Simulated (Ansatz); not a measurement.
# C₃H₇Cl₃GeO (GeCl3(OiPr)): what the fields show

The calculation's input:

```
crystal:
  periodic: [false, false, false]
  atoms:
    - {symbol: Ge, position_ang: [1.119852, 1.105418, 1.628701]}
    - {symbol: Cl, position_ang: [1.055389, 0.972752, 3.752049]}
    - {symbol: Cl, position_ang: [3.153235, 0.889517, 0.988775]}
    - {symbol: Cl, position_ang: [0.415148, 3.023195, 0.972985]}
    - {symbol: O, position_ang: [0.097530, -0.168177, 1.011773]}
    - {symbol: C, position_ang: [-0.557994, -0.104348, -0.277050]}
    - {symbol: C, position_ang: [-1.512857, -1.281801, -0.309797]}
    - {symbol: C, position_ang: [0.460968, -0.128794, -1.403903]}
    - {symbol: H, position_ang: [-1.135757, 0.838731, -0.325018]}
    - {symbol: H, position_ang: [-0.952494, -2.227657, -0.246957]}
    - {symbol: H, position_ang: [-2.093614, -1.276823, -1.244880]}
    - {symbol: H, position_ang: [-2.210631, -1.234901, 0.538709]}
    - {symbol: H, position_ang: [1.112782, 0.759068, -1.378116]}
    - {symbol: H, position_ang: [1.095409, -1.025991, -1.326516]}
    - {symbol: H, position_ang: [-0.046957, -0.140190, -2.380765]}
basis:
  gaussian: {orbitals: def2-TZVP, initial_orbitals: start.molden}
hamiltonian: {xc: pbe0, dispersion: d4}
scf: {omitted_lower_state_checks: [starts]}
output: {orbitals: {seedname: orbitals}}
```

Run with:

```sh
ansatz run in.yaml --threads 4 --pin off --events-out ev --progress --plain --max-ram 4787MiB
```

Geometry: r2SCAN-D4/def2-SVP.

The calculation used RKS PBE0-D4/def2-TZVP in Ansatz 0.2.0.

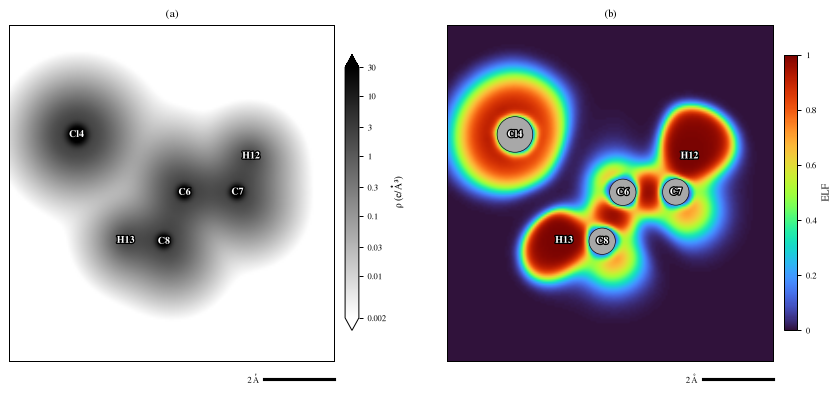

Figure 1. (a) total electron density; (b) ELF on the plane of atoms C6, C8 and H13. Grey discs cover the atomic cores in the ELF map.

**Describe what can be read from this map.**

The plane passes through Cl, C and H nuclei. C–C (1.52 Å): the density is about 1.7 e/Å³ at the midpoint; the ELF peaks at about 0.95 between the atoms; a covalent bond. C–H (1.10 Å): ρ at the midpoint is about 2 e/Å³; the ELF climbs to about 1 towards the hydrogen, as it does in any bond to H (a covalent bond by its length). The ELF also peaks beside Cl4, away from the bonds: lone-pair regions.

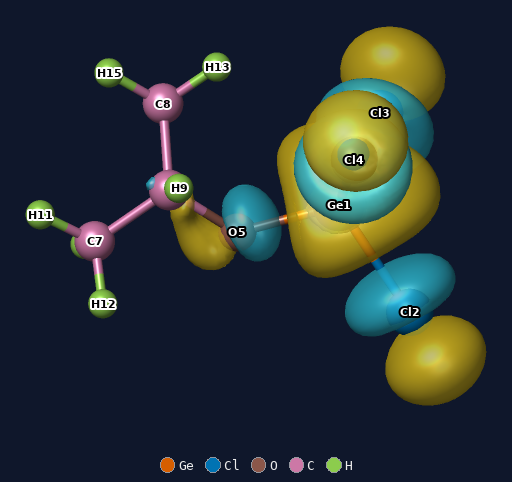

Figure 2. One frontier orbital at ±0.1 Å⁻³ᐟ² (yellow and cyan are the two phases), seen across its widest extent.

**Which orbital is it: HOMO or LUMO?**

The LUMO, at −1.70 eV. By Hirshfeld shares it lies mainly on Ge1 (about 30 %), Cl4 (about 20 %), Cl3 (about 20 %), Cl2 (about 20 %) and O5 (about 5 %).
